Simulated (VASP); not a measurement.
Band structure of HfS2 (1T layered). Level of theory: PBE GGA, VASP's PBE PAW potentials (set 64) (plane waves; VASP 6.6.1).

Without a dispersion term in the relaxation, distances and binding between the weakly bound layers, chains or molecules are unreliable, and so is what depends on them. Unless said otherwise, spin-orbit coupling is left out, though it shifts the bands of the heavy elements here.

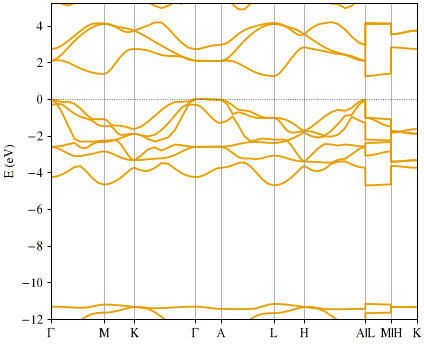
Bands along high-symmetry lines, zero at the valence-band maximum or, without a gap, the Fermi level

Q: Read the plot: is there a gap, and where are the band edges?

A: The gap is indirect, 1.25 eV, from the valence maximum at Γ to the conduction minimum at L. (Edges off the drawn lines would not show.)

Measured: gap 1.80 eV (computed value off by -0.55 eV), as given by Miłosz Rybak et al., Nanomaterials (2022), arXiv:2210.12074.

The compound is HfS2 in the 1T layered structure. It was relaxed first, which changed the volume by +12 %.
